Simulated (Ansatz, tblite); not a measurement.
# InH2(OMe) (CH5InO): one state, many levels

Aim: run the singlet of InH2(OMe) (CH5InO) at one geometry on many levels, and compare frontier levels, spin and run time.

Computed with Ansatz 0.2.0, Gaussian basis. Level: as each input shows.

The runs, in order: GFN1-xTB, GFN2-xTB, PBE-D4/def2-TZVP, r2SCAN-D4/def2-TZVP, BLYP-D4/def2-TZVP, r2SCANh-D4/def2-TZVP, B97M-V/def2-TZVP, ωB97M-V/def2-TZVP, B3LYP-D4/def2-TZVP, LDA/def2-TZVP, revPBE-D4/def2-TZVP, PBE-D4/def2-SVP, PBE0-D4/def2-SVP, PBE0-D4/def2-TZVPD, PBE-D4/def2-TZVPD, r2SCAN-D4/def2-TZVPD, CCSD(T)/def2-TZVPP, MP2/def2-TZVP, RPA/def2-TZVP.

4 further runs of the same task are left out: 4 set aside as unsound or not needed. Runs told in other sessions of the task aren't counted.

### Step 1. The relaxed structure

The singlet was relaxed beforehand with B3LYP-D4/def2-TZVP.

8 atoms, charge 0, spin multiplicity 1.

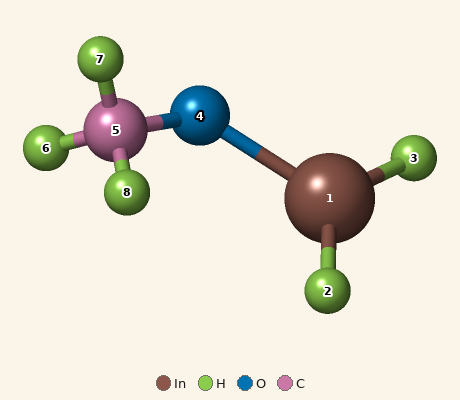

The geometry (indium brown, hydrogen green, oxygen blue, carbon pink); atoms are numbered from 1 in the order of the file.

In takes a core potential in the def2 sets. No spin-orbit coupling is included.

PBE0-D4/def2-TZVP was run before; its log isn't repeated, and its numbers join the tables.

### Step 2. GFN1-xTB

Tight binding, by tblite at 300 K electronic temperature and without a spin-polarisation term:

```python
tblite.interface.Calculator('GFN1-xTB', numbers, positions, charge=0, uhf=0).singlepoint()
```

Energy -300.0598 eV, HOMO -10.98 eV, LUMO -4.99 eV; 0.004 s.

### Step 3. GFN2-xTB

Tight binding, by tblite at 300 K electronic temperature and without a spin-polarisation term:

```python
tblite.interface.Calculator('GFN2-xTB', numbers, positions, charge=0, uhf=0).singlepoint()
```

Energy -270.2981 eV, HOMO -10.91 eV, LUMO -7.40 eV; 0.003 s.

### Step 4. PBE-D4/def2-TZVP

start.molden holds the orbitals of an earlier run on this state, given as this run's starting guess.

Contents of in.yaml:

```yaml
crystal:
  periodic: [false, false, false]
  atoms:
    - {symbol: In, position_ang: [0.615988, 1.448616, 0.718924]}
    - {symbol: H, position_ang: [2.156921, 0.693762, 0.807162]}
    - {symbol: H, position_ang: [-0.054918, 2.960305, 1.142604]}
    - {symbol: O, position_ang: [-0.768577, 0.252271, -0.092473]}
    - {symbol: C, position_ang: [-0.528011, -1.059514, -0.545080]}
    - {symbol: H, position_ang: [-0.768883, -1.141151, -1.611673]}
    - {symbol: H, position_ang: [-1.166309, -1.768624, -0.004660]}
    - {symbol: H, position_ang: [0.513810, -1.385685, -0.414803]}
basis:
  gaussian: {orbitals: def2-TZVP, initial_orbitals: start.molden}
hamiltonian: {xc: pbe, dispersion: d4}
scf: {omitted_lower_state_checks: [starts]}
output: {forces: true, orbitals: {seedname: orbitals}}
```

On the command line:

```sh
$ ansatz run in.yaml --threads 4 --pin off --events-out ev --progress --plain --max-ram 3916MiB
```

The program printed:

```text
Functional definition: PBE
  name "PBE"
  cite "Perdew, Burke & Ernzerhof, Phys. Rev. Lett. 77, 3865 (1996) doi:10.1103/PhysRevLett.77.3865"
  parent pbe
  parameter kappa = 0.804
  parameter beta = 0.06672455060314922
  exchange = pbe_x(kappa = kappa, mu = beta*pi^2/3)
  correlation = pbe_c(beta = beta)
these checks for a lower state are left out or cut short: starts
939 factors; their error is unknown
mean field evaluation 1: about -8336.2158 eV, gradient 7.8e0 eV
mean field evaluation 2: about -8336.3214 eV, gradient 1.4e-1 eV
mean field evaluation 4: about -8336.3059 eV, gradient 3.1e-4 eV
mean field -8336.30590413 eV, -306.3535914257 hartree, gradient 1.3e-5 eV, S^2 0.000000; 0 other end points of the search recorded, 0 dependent functions left out
the calculation of the forces begins
reference -8336.30596314 eV, -306.3535935942 hartree; 20, 20 occupied and 122, 122 virtual orbitals, 939 factors
Total energy: -8336.42377517 eV, -306.3579231063 hartree
Atom 0 at     0.615988     1.448616     0.718924 Å, force     0.117538     0.065534     0.054958 eV/Å
Atom 1 at     2.156921     0.693762     0.807162 Å, force     0.074408    -0.055678    -0.003376 eV/Å
Atom 2 at    -0.054918     2.960305     1.142604 Å, force    -0.050183     0.057029     0.009785 eV/Å
Atom 3 at    -0.768577     0.252271    -0.092473 Å, force    -0.249630     0.131283    -0.010726 eV/Å
Atom 4 at    -0.528011    -1.059514    -0.545080 Å, force     0.077143     0.115479     0.064099 eV/Å
Atom 5 at    -0.768883    -1.141151    -1.611673 Å, force    -0.066038    -0.023525    -0.275783 eV/Å
Atom 6 at    -1.166309    -1.768624    -0.004660 Å, force    -0.168033    -0.184486     0.136652 eV/Å
Atom 7 at     0.513810    -1.385685    -0.414803 Å, force     0.264796    -0.105637     0.024392 eV/Å
Dipole moment:     0.279114     0.047044     0.087735 e Å
Checks for a lower state left out: starts
```

It took 1.1 s on 4 threads of Arm Neoverse V1, shared host.

Report: HOMO -5.86 eV, LUMO -2.22 eV.

### Step 5. r2SCAN-D4/def2-TZVP

Changes to in.yaml since step 4:

```diff
@@ -13,4 +13,4 @@
   gaussian: {orbitals: def2-TZVP, initial_orbitals: start.molden}
-hamiltonian: {xc: pbe, dispersion: d4}
+hamiltonian: {xc: r2scan, dispersion: d4}
 scf: {omitted_lower_state_checks: [starts]}
-output: {forces: true, orbitals: {seedname: orbitals}}
+output: {orbitals: {seedname: orbitals}}
```

Launched as before.

The program printed:

```text
Functional definition: r2SCAN
  name "r2SCAN"
  cite "Furness, Kaplan, Ning, Perdew & Sun, J. Phys. Chem. Lett. 11, 8208 (2020) doi:10.1021/acs.jpclett.0c02405"
  cite "Furness, Kaplan, Ning, Perdew & Sun, J. Phys. Chem. Lett. 11, 9248 (2020) doi:10.1021/acs.jpclett.0c03077"
  parent r2scan
  parameter k0 = 0.174
  parameter k1 = 0.065
  parameter a1 = 4.9479
  exchange = r2scan_x(k0 = k0, k1 = k1, a1 = a1)
  correlation = r2scan_c
these checks for a lower state are left out or cut short: starts
939 factors; their error is unknown
mean field evaluation 1: about -8340.2645 eV, gradient 4.6e0 eV
mean field evaluation 2: about -8340.2984 eV, gradient 4.5e-2 eV
mean field evaluation 4: about -8340.2846 eV, gradient 1.8e-4 eV
mean field -8340.28455789 eV, -306.4998042546 hartree, gradient 1.7e-5 eV, S^2 0.000000; 0 other end points of the search recorded, 0 dependent functions left out
reference -8340.28457492 eV, -306.4998048805 hartree; 20, 20 occupied and 122, 122 virtual orbitals, 939 factors
Total energy: -8340.31232691 eV, -306.5008247473 hartree
Checks for a lower state left out: starts
```

Run time: 1.9 s. Hardware: 4 threads of Arm Neoverse V1, shared host.

From the report: HOMO -6.10 eV, LUMO -1.93 eV.

### Step 6. BLYP-D4/def2-TZVP

Changes to in.yaml since step 5:

```diff
@@ -13,3 +13,3 @@
   gaussian: {orbitals: def2-TZVP, initial_orbitals: start.molden}
-hamiltonian: {xc: r2scan, dispersion: d4}
+hamiltonian: {xc: {name: BLYP}, dispersion: d4}
 scf: {omitted_lower_state_checks: [starts]}
```

Launched as before.

The program printed:

```text
Functional definition: BLYP
  name "BLYP"
  cite "Becke, Phys. Rev. A 38, 3098 (1988) doi:10.1103/PhysRevA.38.3098"
  cite "Lee, Yang & Parr, Phys. Rev. B 37, 785 (1988) doi:10.1103/PhysRevB.37.785"
  parameter beta = 0.0042
  parameter a = 0.04918
  parameter b = 0.132
  parameter c = 0.2533
  parameter d = 0.349
  exchange = b88_x(beta = beta)
  correlation = lyp_c(a = a, b = b, c = c, d = d)
these checks for a lower state are left out or cut short: starts
939 factors; their error is unknown
mean field evaluation 1: about -8337.7241 eV, gradient 1.2e1 eV
mean field evaluation 2: about -8337.9247 eV, gradient 2.2e-1 eV
mean field evaluation 4: about -8337.9087 eV, gradient 9.9e-4 eV
mean field -8337.90867940 eV, -306.4124923305 hartree, gradient 1.0e-5 eV, S^2 0.000000; 0 other end points of the search recorded, 0 dependent functions left out
reference -8337.90907805 eV, -306.4125069807 hartree; 20, 20 occupied and 122, 122 virtual orbitals, 939 factors
Total energy: -8338.16824807 eV, -306.4220313030 hartree
Checks for a lower state left out: starts
```

Wall time 1.1 s (4 threads of Arm Neoverse V1, shared host).

From the report: HOMO -5.79 eV, LUMO -2.20 eV.

### Step 7. r2SCANh-D4/def2-TZVP

Changes to in.yaml since step 6:

```diff
@@ -13,3 +13,3 @@
   gaussian: {orbitals: def2-TZVP, initial_orbitals: start.molden}
-hamiltonian: {xc: {name: BLYP}, dispersion: d4}
+hamiltonian: {xc: {name: r2SCANh}, dispersion: d4}
 scf: {omitted_lower_state_checks: [starts]}
```

Launched as before.

The program printed:

```text
Functional definition: r2SCANh
  name "r2SCANh"
  cite "Bursch, Neugebauer, Ehlert & Grimme, J. Chem. Phys. 156, 134105 (2022) doi:10.1063/5.0086040"
  cite "Furness, Kaplan, Ning, Perdew & Sun, J. Phys. Chem. Lett. 11, 8208 (2020) doi:10.1021/acs.jpclett.0c02405"
  cite "Furness, Kaplan, Ning, Perdew & Sun, J. Phys. Chem. Lett. 11, 9248 (2020) doi:10.1021/acs.jpclett.0c03077"
  parent r2scan
  parameter a = 0.1
  parameter k0 = 0.174
  parameter k1 = 0.065
  parameter a1 = 4.9479
  exchange = (1 - a)*r2scan_x(k0 = k0, k1 = k1, a1 = a1) + a*exact_x
  correlation = r2scan_c
these checks for a lower state are left out or cut short: starts
939 factors; their error is unknown
mean field evaluation 1: about -8339.6845 eV, gradient 3.5e0 eV
mean field evaluation 2: about -8339.7002 eV, gradient 1.8e-2 eV
mean field evaluation 4: about -8339.7104 eV, gradient 1.3e-4 eV
mean field -8339.71039756 eV, -306.4787042515 hartree, gradient 2.1e-5 eV, S^2 0.000000; 0 other end points of the search recorded, 0 dependent functions left out
reference -8339.71041295 eV, -306.4787048172 hartree; 20, 20 occupied and 122, 122 virtual orbitals, 939 factors
Total energy: -8339.74012567 eV, -306.4797967394 hartree
Checks for a lower state left out: starts
```

Run time: 2.2 s. Hardware: 4 threads of Arm Neoverse V1, shared host.

Report: HOMO -6.63 eV, LUMO -1.69 eV.

### Step 8. B97M-V/def2-TZVP

Changes to in.yaml since step 7:

```diff
@@ -13,3 +13,3 @@
   gaussian: {orbitals: def2-TZVP, initial_orbitals: start.molden}
-hamiltonian: {xc: {name: r2SCANh}, dispersion: d4}
+hamiltonian: {xc: {name: B97M-V}}
 scf: {omitted_lower_state_checks: [starts]}
```

Same command.

The program printed:

```text
Functional definition: B97M-V
  name "B97M-V"
  cite "Mardirossian & Head-Gordon, J. Chem. Phys. 142, 074111 (2015) doi:10.1063/1.4907719"
  cite "Becke, J. Chem. Phys. 107, 8554 (1997) doi:10.1063/1.475007"
  cite "Vydrov & Van Voorhis, J. Chem. Phys. 133, 244103 (2010) doi:10.1063/1.3521275"
  # Of w^i u^j: cxij and so on, Table III.
  parameter cx00 = 1.000
  parameter cx01 = 1.308
  parameter cx02 = 1.901
  parameter cx10 = 0.416
  parameter cx11 = 3.070
  parameter css00 = 1.000
  parameter css02 = -1.855
  parameter css10 = -5.668
  parameter css32 = -20.497
  parameter css42 = -20.364
  parameter cos00 = 1.000
  parameter cos01 = 1.573
  parameter cos03 = -6.298
  parameter cos10 = 2.535
  parameter cos32 = -6.427
  parameter b = 6.0
  parameter c = 0.01
  gx(w, u) = cx00 + cx01*u + cx02*u^2 + (cx10 + cx11*u)*w
  gss(w, u) = css00 + css02*u^2 + css10*w + (css32*w^3 + css42*w^4)*u^2
  gos(w, u) = cos00 + cos01*u + cos03*u^3 + cos10*w + cos32*w^3*u^2
  exchange = spin_sum(e_x_unif_s*gx(b97_w, b97_u_x))
  correlation = spin_sum(e_c_pw_mod_same_spin*gss(b97_w, b97_u_same))
      + integral(e_c_pw_mod_opposite_spin*gos(b97_w_opposite, b97_u_opposite)) + vv10(b, c)
these checks for a lower state are left out or cut short: starts
939 factors; their error is unknown
mean field evaluation 1: about -8339.4989 eV, gradient 1.2e1 eV
mean field evaluation 2: about -8339.6440 eV, gradient 1.8e-1 eV
mean field evaluation 4: about -8339.6305 eV, gradient 9.1e-4 eV
mean field -8339.63052782 eV, -306.4757690926 hartree, gradient 1.2e-5 eV, S^2 0.000000; 0 other end points of the search recorded, 0 dependent functions left out
reference -8339.63060811 eV, -306.4757720433 hartree; 20, 20 occupied and 122, 122 virtual orbitals, 939 factors
Total energy: -8339.63060811 eV, -306.4757720433 hartree
Checks for a lower state left out: starts
```

Wall time 4.5 s (4 threads of Arm Neoverse V1, shared host).

HOMO -6.23 eV, LUMO -2.25 eV.

### Step 9. ωB97M-V/def2-TZVP

Changes to in.yaml since step 8:

```diff
@@ -13,3 +13,3 @@
   gaussian: {orbitals: def2-TZVP, initial_orbitals: start.molden}
-hamiltonian: {xc: {name: B97M-V}}
+hamiltonian: {xc: {name: wB97M-V}}
 scf: {omitted_lower_state_checks: [starts]}
```

The command is unchanged.

The program printed:

```text
Functional definition: wB97M-V
  name "wB97M-V"
  cite "Mardirossian & Head-Gordon, J. Chem. Phys. 144, 214110 (2016) doi:10.1063/1.4952647"
  cite "Becke, J. Chem. Phys. 107, 8554 (1997) doi:10.1063/1.475007"
  cite "Vydrov & Van Voorhis, J. Chem. Phys. 133, 244103 (2010) doi:10.1063/1.3521275"
  # Of w^i u^j: cxij and so on, Table III.
  parameter omega = 0.3/bohr
  parameter cx = 0.15
  parameter cx01 = 1.007
  parameter cx10 = 0.259
  parameter css00 = 0.443
  parameter css04 = -1.437
  parameter css10 = -4.535
  parameter css20 = -3.390
  parameter css43 = 4.278
  parameter cos00 = 1.000
  parameter cos10 = 1.358
  parameter cos20 = 2.924
  parameter cos21 = -8.812
  parameter cos60 = -1.390
  parameter cos61 = 9.142
  parameter b = 6.0
  parameter c = 0.01
  gx(w, u) = 1 - cx + cx01*u + cx10*w
  gss(w, u) = css00 + css04*u^4 + css10*w + css20*w^2 + css43*w^4*u^3
  gos(w, u) = cos00 + cos10*w + (cos20 + cos21*u)*w^2 + (cos60 + cos61*u)*w^6
  exchange = spin_sum(e_x_unif_sr(omega)*gx(b97_w, b97_u_x)) + cx*exact_x_sr(omega) + exact_x_lr(omega)
  correlation = spin_sum(e_c_pw_mod_same_spin*gss(b97_w, b97_u_same))
      + integral(e_c_pw_mod_opposite_spin*gos(b97_w_opposite, b97_u_opposite)) + vv10(b, c)
these checks for a lower state are left out or cut short: starts
975 factors; their error is unknown
258 factors; integrals over basis functions are off by at most 2.0e-5 eV
mean field evaluation 1: about -8337.0560 eV, gradient 8.7e0 eV
mean field evaluation 2: about -8337.1198 eV, gradient 8.6e-2 eV
mean field evaluation 4: about -8337.1453 eV, gradient 2.3e-4 eV
mean field -8337.14530864 eV, -306.3844389723 hartree, gradient 2.5e-5 eV, S^2 0.000000; 0 other end points of the search recorded, 0 dependent functions left out
reference -8337.14537422 eV, -306.3844413824 hartree; 20, 20 occupied and 122, 122 virtual orbitals, 975 factors
Total energy: -8337.14537422 eV, -306.3844413824 hartree
Checks for a lower state left out: starts
```

Run time: 4.1 s. Hardware: 4 threads of Arm Neoverse V1, shared host.

From the report: HOMO -9.65 eV, LUMO -0.11 eV.

### Step 10. B3LYP-D4/def2-TZVP

Changes to in.yaml since step 9:

```diff
@@ -13,3 +13,3 @@
   gaussian: {orbitals: def2-TZVP, initial_orbitals: start.molden}
-hamiltonian: {xc: {name: wB97M-V}}
+hamiltonian: {xc: {name: B3LYP}, dispersion: d4}
 scf: {omitted_lower_state_checks: [starts]}
```

The command is unchanged.

The program printed:

```text
Functional definition: B3LYP
  name "B3LYP"
  cite "Stephens, Devlin, Chabalowski & Frisch, J. Phys. Chem. 98, 11623 (1994) doi:10.1021/j100096a001"
  cite "Becke, Phys. Rev. A 38, 3098 (1988) doi:10.1103/PhysRevA.38.3098"
  cite "Lee, Yang & Parr, Phys. Rev. B 37, 785 (1988) doi:10.1103/PhysRevB.37.785"
  cite "Vosko, Wilk & Nusair, Can. J. Phys. 58, 1200 (1980) doi:10.1139/p80-159"
  parameter a0 = 0.2
  parameter ax = 0.72
  parameter ac = 0.81
  exchange = (1 - a0 - ax)*slater_x + ax*b88_x + a0*exact_x
  correlation = (1 - ac)*vwn_rpa_c + ac*lyp_c
these checks for a lower state are left out or cut short: starts
1016 factors; their error is unknown
mean field evaluation 1: about -8342.0821 eV, gradient 6.1e0 eV
mean field evaluation 2: about -8342.1282 eV, gradient 4.2e-2 eV
mean field evaluation 4: about -8342.1611 eV, gradient 1.7e-4 eV
mean field -8342.16107907 eV, -306.5687651361 hartree, gradient 2.6e-5 eV, S^2 0.000000; 0 other end points of the search recorded, 0 dependent functions left out
reference -8342.16137583 eV, -306.5687760418 hartree; 20, 20 occupied and 122, 122 virtual orbitals, 1016 factors
Total energy: -8342.35245306 eV, -306.5757980005 hartree
Checks for a lower state left out: starts
```

Run time: 1.3 s. Hardware: 4 threads of Arm Neoverse V1, shared host.

HOMO -7.05 eV, LUMO -1.81 eV.

### Step 11. LDA/def2-TZVP

Changes to in.yaml since step 10:

```diff
@@ -13,3 +13,3 @@
   gaussian: {orbitals: def2-TZVP, initial_orbitals: start.molden}
-hamiltonian: {xc: {name: B3LYP}, dispersion: d4}
+hamiltonian: {xc: lda}
 scf: {omitted_lower_state_checks: [starts]}
```

Same command.

The program printed:

```text
Functional definition: SPW92
  name "SPW92"
  cite "Dirac, Proc. Camb. Phil. Soc. 26, 376 (1930) doi:10.1017/S0305004100016108"
  cite "Slater, Phys. Rev. 81, 385 (1951) doi:10.1103/PhysRev.81.385"
  cite "Perdew & Wang, Phys. Rev. B 45, 13244 (1992) doi:10.1103/PhysRevB.45.13244"
  exchange = slater_x
  correlation = pw_c
these checks for a lower state are left out or cut short: starts
939 factors; their error is unknown
mean field evaluation 1: about -8305.5081 eV, gradient 3.0e1 eV
mean field evaluation 2: about -8305.8841 eV, gradient 5.8e-1 eV
mean field evaluation 4: about -8305.8717 eV, gradient 3.2e-1 eV
mean field evaluation 8: about -8305.8718 eV, gradient 1.4e-5 eV
mean field -8305.87178467 eV, -305.2351581645 hartree, gradient 1.4e-5 eV, S^2 0.000000; 0 other end points of the search recorded, 0 dependent functions left out
reference -8305.87183826 eV, -305.2351601341 hartree; 20, 20 occupied and 122, 122 virtual orbitals, 939 factors
Total energy: -8305.87183826 eV, -305.2351601341 hartree
Checks for a lower state left out: starts
```

It took 0.6 s on 4 threads of Arm Neoverse V1, shared host.

HOMO -6.04 eV, LUMO -2.46 eV.

### Step 12. revPBE-D4/def2-TZVP

Changes to in.yaml since step 11:

```diff
@@ -13,3 +13,3 @@
   gaussian: {orbitals: def2-TZVP, initial_orbitals: start.molden}
-hamiltonian: {xc: lda}
+hamiltonian: {xc: {name: revPBE}, dispersion: d4}
 scf: {omitted_lower_state_checks: [starts]}
```

Launched as before.

The program printed:

```text
Functional definition: revPBE
  name "revPBE"
  cite "Zhang & Yang, Phys. Rev. Lett. 80, 890 (1998) doi:10.1103/PhysRevLett.80.890"
  cite "Perdew, Burke & Ernzerhof, Phys. Rev. Lett. 77, 3865 (1996) doi:10.1103/PhysRevLett.77.3865"
  parameter kappa = 1.245
  parameter beta = 0.06672455060314922
  exchange = pbe_x(kappa = kappa, mu = beta*pi^2/3)
  correlation = pbe_c(beta = beta)
these checks for a lower state are left out or cut short: starts
939 factors; their error is unknown
mean field evaluation 1: about -8340.4320 eV, gradient 8.4e0 eV
mean field evaluation 2: about -8340.5167 eV, gradient 1.3e-1 eV
mean field evaluation 4: about -8340.5012 eV, gradient 3.6e-4 eV
mean field -8340.50124782 eV, -306.5077674626 hartree, gradient 4.0e-6 eV, S^2 0.000000; 0 other end points of the search recorded, 0 dependent functions left out
reference -8340.50132267 eV, -306.5077702132 hartree; 20, 20 occupied and 122, 122 virtual orbitals, 939 factors
Total energy: -8340.85979789 eV, -306.5209439345 hartree
Checks for a lower state left out: starts
```

It took 0.95 s on 4 threads of Arm Neoverse V1, shared host.

From the report: HOMO -5.79 eV, LUMO -2.11 eV.

### Step 13. PBE-D4/def2-SVP

Changes to in.yaml since step 12:

```diff
@@ -12,4 +12,4 @@
 basis:
-  gaussian: {orbitals: def2-TZVP, initial_orbitals: start.molden}
-hamiltonian: {xc: {name: revPBE}, dispersion: d4}
+  gaussian: {orbitals: def2-SVP, initial_orbitals: start.molden}
+hamiltonian: {xc: pbe, dispersion: d4}
 scf: {omitted_lower_state_checks: [starts]}
```

The command is unchanged.

The program printed:

```text
Functional definition: PBE
  name "PBE"
  cite "Perdew, Burke & Ernzerhof, Phys. Rev. Lett. 77, 3865 (1996) doi:10.1103/PhysRevLett.77.3865"
  parent pbe
  parameter kappa = 0.804
  parameter beta = 0.06672455060314922
  exchange = pbe_x(kappa = kappa, mu = beta*pi^2/3)
  correlation = pbe_c(beta = beta)
these checks for a lower state are left out or cut short: starts
907 factors; their error is unknown
mean field evaluation 1: about -8331.8647 eV, gradient 3.0e1 eV
mean field evaluation 2: about -8332.2450 eV, gradient 5.8e-1 eV
mean field evaluation 4: about -8332.2257 eV, gradient 1.3e-1 eV
mean field -8332.22569553 eV, -306.2036465252 hartree, gradient 5.9e-5 eV, S^2 0.000000; 0 other end points of the search recorded, 0 dependent functions left out
reference -8332.22574109 eV, -306.2036481996 hartree; 20, 20 occupied and 59, 59 virtual orbitals, 907 factors
Total energy: -8332.34355312 eV, -306.2079777118 hartree
Checks for a lower state left out: starts
```

Run time: 0.6 s. Hardware: 4 threads of Arm Neoverse V1, shared host.

HOMO -5.71 eV, LUMO -2.12 eV.

### Step 14. PBE0-D4/def2-SVP

Changes to in.yaml since step 13:

```diff
@@ -13,3 +13,3 @@
   gaussian: {orbitals: def2-SVP, initial_orbitals: start.molden}
-hamiltonian: {xc: pbe, dispersion: d4}
+hamiltonian: {xc: pbe0, dispersion: d4}
 scf: {omitted_lower_state_checks: [starts]}
```

Launched as before.

The program printed:

```text
Functional definition: PBE0
  name "PBE0"
  cite "Adamo & Barone, J. Chem. Phys. 110, 6158 (1999) doi:10.1063/1.478522"
  cite "Perdew, Burke & Ernzerhof, Phys. Rev. Lett. 77, 3865 (1996) doi:10.1103/PhysRevLett.77.3865"
  parent pbe
  parameter a = 0.25
  parameter kappa = 0.804
  parameter beta = 0.06672455060314922
  exchange = (1 - a)*pbe_x(kappa = kappa, mu = beta*pi^2/3) + a*exact_x
  correlation = pbe_c(beta = beta)
these checks for a lower state are left out or cut short: starts
871 factors; integrals over basis functions are off by at most 1.5e-3 eV
mean field evaluation 1: about -8332.0299 eV, gradient 3.0e1 eV
mean field evaluation 2: about -8332.3025 eV, gradient 3.4e-1 eV
mean field evaluation 4: about -8332.4374 eV, gradient 2.0e-3 eV
mean field -8332.43737246 eV, -306.2114255091 hartree, gradient 2.6e-5 eV, S^2 0.000000; 0 other end points of the search recorded, 0 dependent functions left out
reference -8332.43740671 eV, -306.2114267678 hartree; 20, 20 occupied and 59, 59 virtual orbitals, 871 factors
Total energy: -8332.53661618 eV, -306.2150726486 hartree
Checks for a lower state left out: starts
```

Wall time 0.8 s (4 threads of Arm Neoverse V1, shared host).

HOMO -7.10 eV, LUMO -1.43 eV.

(Part 1 of 2 ends here.)
